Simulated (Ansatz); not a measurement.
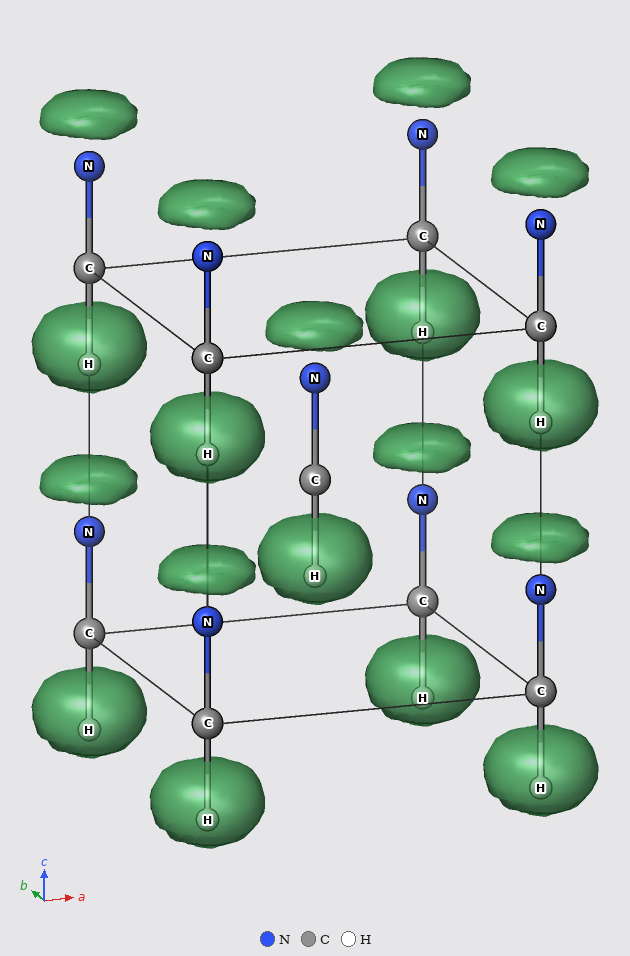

HCN. Isosurface of the ELF at 0.9 (green), seen slightly off an axis. Core shells and regions of very low density are left out. Sticks mark near contacts.

Space group I4mm; a structure from a database of computed crystals, not necessarily the ambient phase; computed pressure about 5 GPa in this cell.

Method: Kohn-Sham DFT of a periodic cell, PBE, Ansatz PAW (Ansatz).

Core electrons are frozen (PAW), and the valence fields are smoothed inside the atomic spheres.

**Describe the localisation domains.**

The surface consists of two regions around hydrogen nuclei and two lobes on N, pointing away from the bonds (lone pairs), counted in one cell of 6 atoms. Regions shared between cells count once. Profiles from the grid: C–H (1.09 Å): the ELF peaks at about 1 between the atoms; an ordinary covalent bond to hydrogen. C–N (1.16 Å): the ELF peaks at about 0.85 between the atoms (inside overlapping PAW spheres, so only a guide); a multiple bond.
